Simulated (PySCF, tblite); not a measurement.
# C3H10O3Si: dynamics, then NMR shifts on frames

How do NMR shifts of C3H10O3Si (`CC(C)O[SiH](O)O`) change as the atoms move?

Computed with tblite 0.8.0 and PySCF 2.14.0, with density-fitted response routines of our own, on a single molecule in the gas phase. Atoms are numbered from 0 throughout.

## 1. The starting structure

17 atoms, charge 0, multiplicity 1; geometry from: GFN2-xTB.

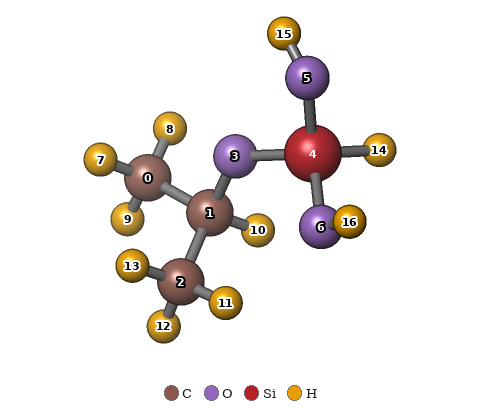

The starting geometry (carbon brown, oxygen purple, silicon red, hydrogen amber), atoms numbered; sticks join atoms by distance.

## 2. Thermal motion with GFN2-xTB

What the job is given:

```
{"job": {"kind": "md", "xc": "GFN2-xTB", "basis": "xTB", "temperature": 300, "steps": 2000, "every": 50, "frames": 5}, "charge": 0, "multiplicity": 1}
C     -1.529271     1.552121     0.498332
C     -0.672170     0.571567    -0.296645
C     -1.455059    -0.679642    -0.677934
O      0.440734     0.230578     0.493564
Si     1.840048    -0.436090     0.047748
O      2.678808    -0.699125     1.413202
O      1.623058    -1.867791    -0.690291
H     -1.873990     1.077922     1.413687
H     -0.943860     2.429090     0.762129
H     -2.389152     1.862882    -0.088630
H     -0.314006     1.060630    -1.213935
H     -0.795838    -1.373933    -1.190497
H     -2.286240    -0.420785    -1.328128
H     -1.836561    -1.162287     0.218268
H      2.574931     0.450534    -0.851384
H      2.615891    -0.063812     2.119329
H      2.315677    -2.519827    -0.638723
```

Method: GFN2-xTB Langevin dynamics, gas phase.

On the command line:

```bash
> OMP_NUM_THREADS=1 python probes_run.py task.json out
```

The driver reads the jobs from task.json and runs them one after another.

Output:

```text
t/fs     T/K      E/eV
    0.0   259.0   -696.87605
   25.0   152.0   -696.51028
   50.0   231.9   -696.30994
   75.0   319.1   -696.38081
  100.0   241.5   -696.27882
  125.0   260.7   -696.31954
  150.0   232.8   -696.33275
  175.0   331.3   -696.32820
  200.0   258.6   -696.23086
  225.0   282.7   -696.29824
  250.0   375.3   -696.51248
  275.0   270.3   -696.22316
  300.0   435.8   -696.43027
  325.0   304.7   -696.14642
  350.0   316.9   -696.26061
  375.0   264.3   -696.11814
  400.0   327.8   -696.21387
  425.0   378.6   -696.24112
  450.0   332.8   -696.06685
  475.0   371.8   -696.28009
  500.0   353.6   -696.26202
  525.0   350.9   -696.20612
  550.0   322.3   -696.41630
  575.0   235.2   -696.30832
  600.0   296.1   -696.34111
  625.0   278.5   -696.11200
  650.0   339.1   -696.16934
  675.0   322.5   -696.09837
  700.0   269.6   -695.91816
  725.0   393.8   -696.14258
  750.0   385.6   -696.05717
  775.0   311.9   -696.23114
  800.0   262.1   -696.27577
  825.0   315.9   -696.21251
  850.0   319.6   -696.43527
  875.0   259.5   -696.27833
  900.0   384.8   -696.34499
  925.0   329.3   -696.32763
  950.0   237.9   -696.25049
  975.0   393.1   -696.36988
 1000.0   365.8   -696.28517
```

Wall time 12 s (1 thread of Intel Xeon Platinum 8488C, shared host); peak memory 0.18 GiB.

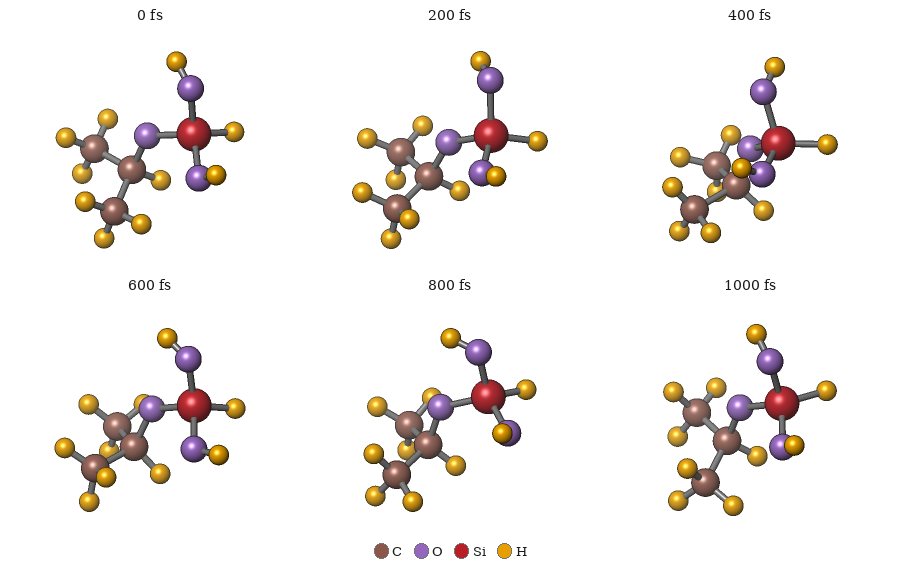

Frames of the run.

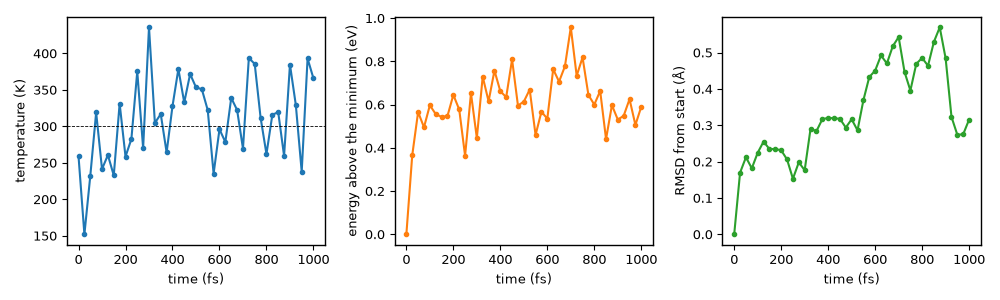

Temperature, potential energy and distance from the start.

Positions (Å) and forces (eV/Å) at 1000 fs:

```xyz
17

C    -2.270    2.532    0.957   -0.869   -2.096    0.671
C    -1.665    1.373    0.150    0.661   -0.662    0.166
C    -2.559    0.154   -0.181   -0.910    0.081    1.181
O    -0.590    0.927    0.993    1.165   -0.662   -0.684
Si    0.808    0.043    0.771   -0.378    0.677    1.123
O     1.437   -0.422    2.249   -0.748    1.909    0.312
O     0.496   -1.392    0.118   -0.386   -0.074   -0.739
H    -2.342    2.148    2.018   -0.342    0.377   -1.064
H    -1.606    3.348    1.015    0.505    0.947   -0.353
H    -3.252    2.751    0.540    0.192    0.350    0.296
H    -1.296    1.667   -0.844    0.330    0.560    0.359
H    -2.134   -0.350   -1.057   -0.380    0.021    0.469
H    -3.648    0.425   -0.335    1.343   -0.171   -0.062
H    -2.528   -0.510    0.721   -0.046    0.340   -0.941
H     1.873    0.850    0.112   -0.558   -0.326    0.060
H     1.371    0.287    2.935    0.227   -1.190   -0.912
H     1.060   -2.142    0.250    0.193   -0.080    0.116
```

## 3. NMR shieldings: 250 fs, PBE0/pcSseg-1

What the job is given:

```
{"job": {"kind": "nmr", "xc": "PBE0", "basis": "pcSseg-1", "pop": false}, "charge": 0, "multiplicity": 1}
C     -1.586400     1.921200     0.049400
C     -0.973000     0.591500    -0.442700
C     -1.857300    -0.656500    -0.351300
O      0.126000     0.375100     0.405800
Si     1.424300    -0.500100     0.224800
O      2.332900    -0.478700     1.580000
O      1.169700    -2.113100     0.050100
H     -1.857100     1.779100     1.041500
H     -0.919800     2.768900    -0.114400
H     -2.504200     2.133800    -0.550900
H     -0.565700     0.714700    -1.469400
H     -1.187100    -1.547500    -0.365200
H     -2.527200    -0.557400    -1.188800
H     -2.482400    -0.687500     0.559000
H      2.203000    -0.102000    -0.902200
H      2.583400     0.362900     1.933400
H      1.946200    -2.597500     0.379700
```

With the program's defaults for keys left out, this is: GIAO PBE0/pcSseg-1 NMR shielding, non-relativistic, gas phase.

Output:

```text
coarse grid: 14344 points
cycle   1  E = -634.7672685598  dE =  9.319e-01  |g| = 1.139e+00  |ddm| = 3.538e+00
cycle   2  E = -634.5304077791  dE =  2.369e-01  |g| = 1.617e+00  |ddm| = 1.978e+00
cycle   3  E = -634.9954993986  dE = -4.651e-01  |g| = 9.133e-02  |ddm| = 1.330e+00
cycle   4  E = -634.9968189829  dE = -1.320e-03  |g| = 4.537e-02  |ddm| = 9.022e-02
cycle   5  E = -634.9972246188  dE = -4.056e-04  |g| = 1.203e-02  |ddm| = 3.612e-02
cycle   6  E = -634.9972469366  dE = -2.232e-05  |g| = 4.026e-03  |ddm| = 1.020e-02
cycle   7  E = -634.9972500788  dE = -3.142e-06  |g| = 4.476e-04  |ddm| = 2.968e-03
final grid: 132896 points
cycle   8  E = -635.0684582227  dE = -3.231e-05  |g| = 1.134e-02  |ddm| = 2.585e-02
cycle   9  E = -635.0684389240  dE =  1.930e-05  |g| = 1.543e-02  |ddm| = 1.637e-02
cycle  10  E = -635.0684820108  dE = -4.309e-05  |g| = 1.049e-03  |ddm| = 9.856e-03
cycle  11  E = -635.0684822364  dE = -2.256e-07  |g| = 2.071e-04  |ddm| = 9.786e-04
cycle  12  E = -635.0684822436  dE = -7.281e-09  |g| = 9.615e-05  |ddm| = 2.142e-04
cycle  13  E = -635.0684822452  dE = -1.571e-09  |g| = 2.152e-05  |ddm| = 7.366e-05
cycle  14  E = -635.0684822453  dE = -8.708e-11  |g| = 4.331e-06  |ddm| = 1.935e-05
converged SCF energy = -635.0684822453

GIAO shielding tensors (ppm)
atom      isotropic    diamagn.    paramagn.     s11        s22        s33       span
  0 C      160.176     246.403     -86.227    142.981    151.402    186.145     43.163
  1 C      115.865     243.590    -127.725     87.822    111.044    148.730     60.908
  2 C      156.672     248.754     -92.082    134.284    152.277    183.454     49.169
  3 O      229.802     402.311    -172.508    177.048    247.051    265.309     88.261
  4 Si     403.958     882.539    -478.581    380.246    399.989    431.639     51.393
  5 O      282.078     389.495    -107.417    255.569    271.186    319.480     63.910
  6 O      270.001     389.668    -119.667    242.941    262.514    304.547     61.607
  7 H       31.492      31.338       0.154     28.405     30.119     35.953      7.548
  8 H       30.021      29.692       0.329     26.078     28.012     35.974      9.896
  9 H       30.161      27.902       2.259     25.971     27.998     36.514     10.543
 10 H       27.098      32.250      -5.152     23.933     26.818     30.542      6.609
 11 H       28.639      30.131      -1.492     22.639     29.359     33.919     11.281
 12 H       30.688      29.913       0.775     26.726     28.072     37.265     10.539
 13 H       29.781      30.031      -0.250     26.759     28.234     34.350      7.591
 14 H       27.360      32.008      -4.648     23.860     24.829     33.390      9.530
 15 H       30.305      33.072      -2.767     22.148     24.774     43.994     21.846
 16 H       29.562      29.343       0.219     21.253     25.429     42.005     20.752
```

It took 26 s on 1 thread of Intel Xeon Platinum 8488C, shared host; peak memory 0.8 GiB.

Shifts follow as δ = σ(reference) − σ, with reference shieldings (ppm) from runs at the same level and on the same kind of geometry: ¹H TMS 31.72, ¹³C TMS 186.9, ²⁹Si TMS 349.2, ¹⁷O H2O 336.1. The references are single molecules in the gas phase, so shifts against H2O, NH3, PH3, H3PO4 or CFCl3 are not on the usual liquid scales and can be off by tens of ppm. Each atom is listed at this fixed geometry, with no averaging over motion; a spectrum would average atoms that exchange fast.

```csv
atoms,environment,σ (ppm),δ (ppm)
C1,sp3 CH bonded to O,115.9,71.1
C2,methyl carbon,156.7,30.3
C0,methyl carbon,160.2,26.7
H10,hydrogen on an sp3 CH bonded to O,27.10,4.62
H14,hydrogen on a silicon bonded to 3 O,27.36,4.36
H11,hydrogen on a methyl carbon,28.64,3.08
H16,hydrogen on an oxygen bonded to Si,29.56,2.15
H13,hydrogen on a methyl carbon,29.78,1.94
H8,hydrogen on a methyl carbon,30.02,1.70
H9,hydrogen on a methyl carbon,30.16,1.56
H15,hydrogen on an oxygen bonded to Si,30.31,1.41
H12,hydrogen on a methyl carbon,30.69,1.03
H7,hydrogen on a methyl carbon,31.49,0.22
O3,"oxygen bonded to C, Si",229.8,106.3
O6,"oxygen bonded to Si, H",270.0,66.1
O5,"oxygen bonded to Si, H",282.1,54.0
Si4,"silicon bonded to 3 O, H",404.0,-54.8
```

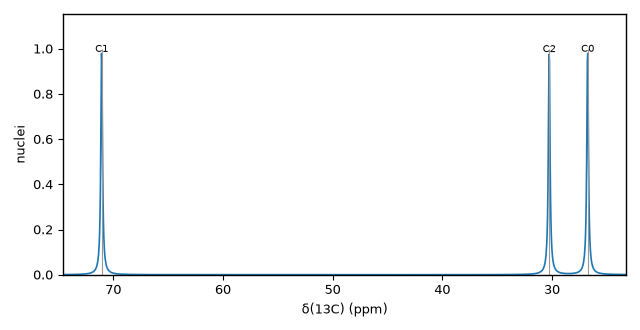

¹³C lines at the computed shifts, without couplings. Lines are broadened to a width of 0.18 ppm (Lorentzian).

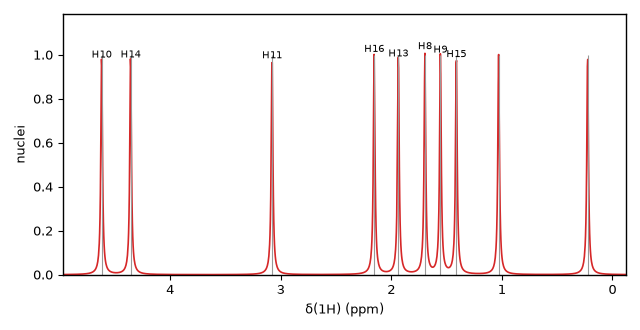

¹H lines at the computed shifts, without couplings. Lines are broadened to a width of 0.02 ppm (Lorentzian).

The fields below are evaluated on a grid from the run's orbitals.

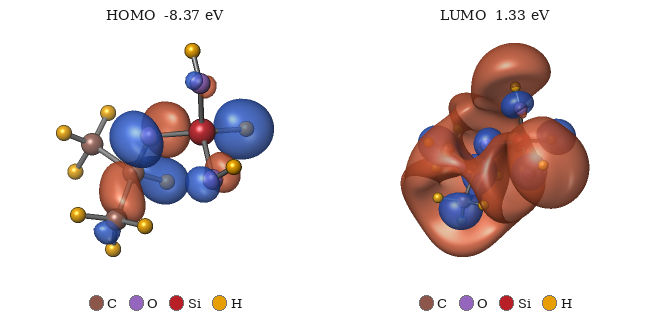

PBE0/pcSseg-1 orbitals near the gap, drawn at the value that encloses 70 % of each; the two colours are the two signs.

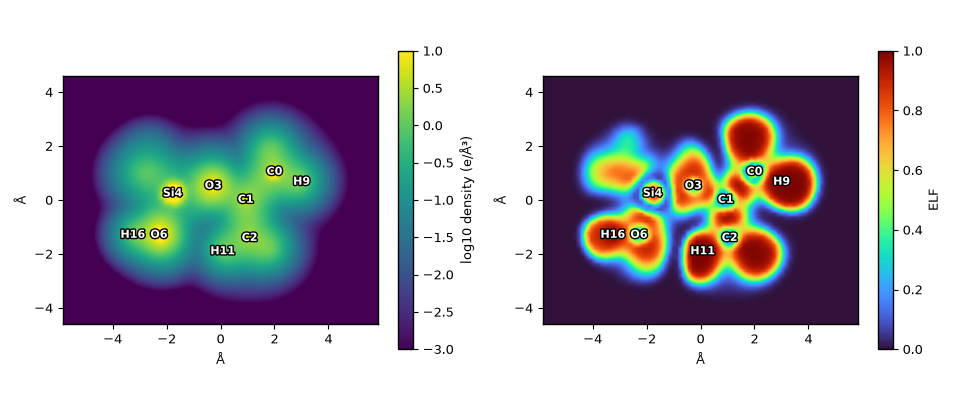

Density (left) and ELF (right) in a plane through or near 9 of the atoms.

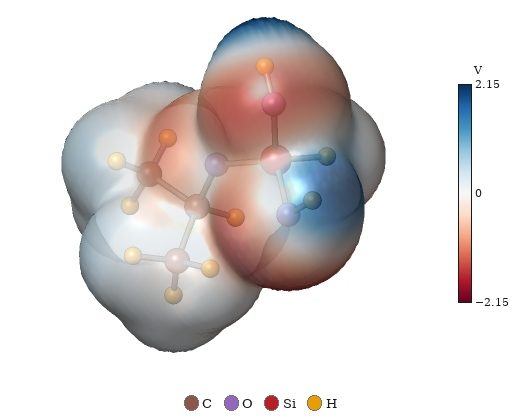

Electrostatic potential on the surface of density 0.002 e/bohr³; red is low, blue high. It runs from -1.42 V near O6 to 2.15 V near H15.

## 4. Nuclear shieldings: 425 fs, PBE0/pcSseg-1

What the job is given:

```
{"job": {"kind": "nmr", "xc": "PBE0", "basis": "pcSseg-1", "pop": false}, "charge": 0, "multiplicity": 1}
C     -1.462900     2.257000    -0.024400
C     -0.985800     0.837700    -0.376600
C     -2.015200    -0.229100    -0.060600
O      0.117900     0.584200     0.395600
Si     1.284700    -0.512900     0.451600
O      1.843500    -0.290000     2.025700
O      0.948500    -2.092500     0.496300
H     -1.846600     2.392500     0.919300
H     -0.663400     2.992600    -0.126000
H     -2.206700     2.586600    -0.750700
H     -0.786100     0.710700    -1.441600
H     -1.705300    -1.201700    -0.617100
H     -2.939500     0.188600    -0.449700
H     -2.198000    -0.385800     0.991000
H      2.103500    -0.311600    -0.708200
H      1.493600     0.520100     2.404900
H      0.921000    -2.486700     1.374100
```

Level: GIAO PBE0/pcSseg-1 NMR shielding, non-relativistic, gas phase.

Output:

```text
coarse grid: 14344 points
cycle   1  E = -634.7632589095  dE =  9.527e-01  |g| = 1.135e+00  |ddm| = 3.545e+00
cycle   2  E = -634.5427243370  dE =  2.205e-01  |g| = 1.586e+00  |ddm| = 1.896e+00
cycle   3  E = -634.9909493750  dE = -4.482e-01  |g| = 8.496e-02  |ddm| = 1.239e+00
cycle   4  E = -634.9921600353  dE = -1.211e-03  |g| = 3.777e-02  |ddm| = 8.114e-02
cycle   5  E = -634.9924663077  dE = -3.063e-04  |g| = 9.482e-03  |ddm| = 3.038e-02
cycle   6  E = -634.9924803984  dE = -1.409e-05  |g| = 3.689e-03  |ddm| = 7.939e-03
cycle   7  E = -634.9924827644  dE = -2.366e-06  |g| = 5.460e-04  |ddm| = 2.673e-03
final grid: 132896 points
cycle   8  E = -635.0630379860  dE = -3.037e-05  |g| = 1.162e-02  |ddm| = 2.289e-02
cycle   9  E = -635.0630191501  dE =  1.884e-05  |g| = 1.552e-02  |ddm| = 1.690e-02
cycle  10  E = -635.0630635160  dE = -4.437e-05  |g| = 8.958e-04  |ddm| = 9.805e-03
cycle  11  E = -635.0630636772  dE = -1.612e-07  |g| = 1.945e-04  |ddm| = 8.431e-04
cycle  12  E = -635.0630636845  dE = -7.333e-09  |g| = 8.181e-05  |ddm| = 2.147e-04
cycle  13  E = -635.0630636856  dE = -1.114e-09  |g| = 2.374e-05  |ddm| = 6.839e-05
cycle  14  E = -635.0630636857  dE = -1.028e-10  |g| = 4.166e-06  |ddm| = 2.044e-05
converged SCF energy = -635.0630636857

GIAO shielding tensors (ppm)
atom      isotropic    diamagn.    paramagn.     s11        s22        s33       span
  0 C      164.379     245.319     -80.941    140.087    158.753    194.296     54.210
  1 C      121.935     240.561    -118.627     97.031    114.102    154.671     57.641
  2 C      153.284     248.670     -95.386    137.337    142.891    179.624     42.288
  3 O      225.951     403.691    -177.740    168.111    240.141    269.602    101.490
  4 Si     403.461     882.153    -478.693    387.057    393.976    429.349     42.292
  5 O      269.612     391.699    -122.087    237.176    251.663    319.997     82.821
  6 O      263.274     390.012    -126.738    228.397    249.601    311.824     83.427
  7 H       31.936      31.726       0.210     28.977     29.971     36.859      7.882
  8 H       30.510      29.847       0.663     26.408     28.526     36.596     10.188
  9 H       30.939      28.550       2.389     26.762     28.163     37.893     11.130
 10 H       27.474      32.063      -4.589     25.042     26.558     30.821      5.779
 11 H       28.105      29.350      -1.245     24.614     26.756     32.945      8.331
 12 H       30.449      29.908       0.541     25.830     29.213     36.303     10.473
 13 H       30.326      31.801      -1.475     27.843     29.074     34.061      6.218
 14 H       27.335      31.307      -3.971     23.099     25.127     33.781     10.682
 15 H       29.999      34.056      -4.057     21.928     26.695     41.374     19.445
 16 H       28.974      31.469      -2.495     21.716     24.310     40.896     19.180
```

It took 21 s on 1 thread of Intel Xeon Platinum 8488C, shared host; peak memory 0.81 GiB.

Key values: δ C1 65.0, C2 33.6, C0 22.5, O3 110.1, H14 4.38, H10 4.24 ppm.

## 5. Nuclear shieldings: 625 fs, PBE0/pcSseg-1

What the job is given:

```
{"job": {"kind": "nmr", "xc": "PBE0", "basis": "pcSseg-1", "pop": false}, "charge": 0, "multiplicity": 1}
C     -1.818100     2.120100     0.275400
C     -1.347400     0.697000    -0.064300
C     -2.417200    -0.306400     0.368800
O     -0.103800     0.596100     0.610900
Si     1.318100    -0.105600     0.396500
O      2.003500    -0.275800     1.885300
O      1.049500    -1.630600    -0.246900
H     -2.023700     2.203300     1.307400
H     -0.911200     2.754300     0.009000
H     -2.600700     2.393300    -0.394300
H     -1.236900     0.620300    -1.145400
H     -2.158200    -1.364100     0.588300
H     -3.210800    -0.235100    -0.474800
H     -2.848300     0.028500     1.381900
H      2.205600     0.624100    -0.379100
H      2.162400     0.590000     2.338600
H      1.889900    -2.144200    -0.332400
```

Level: GIAO PBE0/pcSseg-1 NMR shielding, non-relativistic, gas phase.

Output:

```text
coarse grid: 14344 points
cycle   1  E = -634.7562736794  dE =  7.619e-01  |g| = 1.133e+00  |ddm| = 3.512e+00
cycle   2  E = -634.4868717877  dE =  2.694e-01  |g| = 1.661e+00  |ddm| = 2.047e+00
cycle   3  E = -634.9863590649  dE = -4.995e-01  |g| = 8.774e-02  |ddm| = 1.392e+00
cycle   4  E = -634.9876016866  dE = -1.243e-03  |g| = 4.239e-02  |ddm| = 8.620e-02
cycle   5  E = -634.9880013674  dE = -3.997e-04  |g| = 9.112e-03  |ddm| = 3.357e-02
cycle   6  E = -634.9880146184  dE = -1.325e-05  |g| = 4.095e-03  |ddm| = 8.652e-03
cycle   7  E = -634.9880175108  dE = -2.892e-06  |g| = 5.867e-04  |ddm| = 2.906e-03
final grid: 132896 points
cycle   8  E = -635.0588070944  dE = -2.797e-05  |g| = 1.183e-02  |ddm| = 2.277e-02
cycle   9  E = -635.0587830501  dE =  2.404e-05  |g| = 1.658e-02  |ddm| = 1.771e-02
cycle  10  E = -635.0588330172  dE = -4.997e-05  |g| = 9.647e-04  |ddm| = 1.061e-02
cycle  11  E = -635.0588332092  dE = -1.920e-07  |g| = 2.273e-04  |ddm| = 9.466e-04
cycle  12  E = -635.0588332193  dE = -1.005e-08  |g| = 8.408e-05  |ddm| = 2.315e-04
cycle  13  E = -635.0588332204  dE = -1.130e-09  |g| = 2.724e-05  |ddm| = 6.943e-05
cycle  14  E = -635.0588332205  dE = -1.387e-10  |g| = 4.456e-06  |ddm| = 2.164e-05
converged SCF energy = -635.0588332205

GIAO shielding tensors (ppm)
atom      isotropic    diamagn.    paramagn.     s11        s22        s33       span
  0 C      152.051     251.610     -99.559    127.215    146.771    182.167     54.953
  1 C      115.894     237.999    -122.105     84.603    107.090    155.989     71.385
  2 C      149.377     246.094     -96.717    128.996    141.004    178.129     49.133
  3 O      241.509     401.379    -159.870    200.995    246.262    277.271     76.276
  4 Si     401.378     882.409    -481.031    378.498    408.160    417.476     38.978
  5 O      256.443     389.596    -133.154    229.580    250.584    289.165     59.585
  6 O      270.290     390.649    -120.359    251.909    256.612    302.349     50.440
  7 H       30.864      31.664      -0.800     28.654     29.312     34.627      5.973
  8 H       29.144      29.986      -0.842     24.997     28.194     34.241      9.245
  9 H       30.755      30.131       0.624     27.003     28.368     36.895      9.892
 10 H       27.508      32.492      -4.985     23.908     27.467     31.148      7.239
 11 H       28.730      29.605      -0.875     24.749     27.738     33.702      8.953
 12 H       28.723      26.978       1.745     25.000     26.239     34.930      9.930
 13 H       28.845      28.002       0.843     25.196     28.193     33.146      7.950
 14 H       27.693      32.852      -5.159     24.138     24.786     34.156     10.018
 15 H       29.090      30.400      -1.310     21.733     24.988     40.549     18.817
 16 H       29.276      29.156       0.120     21.704     24.138     41.986     20.282
```

Wall time 22 s (1 thread of Intel Xeon Platinum 8488C, shared host); peak memory 0.81 GiB.

In short: δ C1 71.0, C2 37.5, C0 34.9, O3 94.6, H10 4.21, H14 4.02 ppm.

(Part 1 of 2 ends here.)
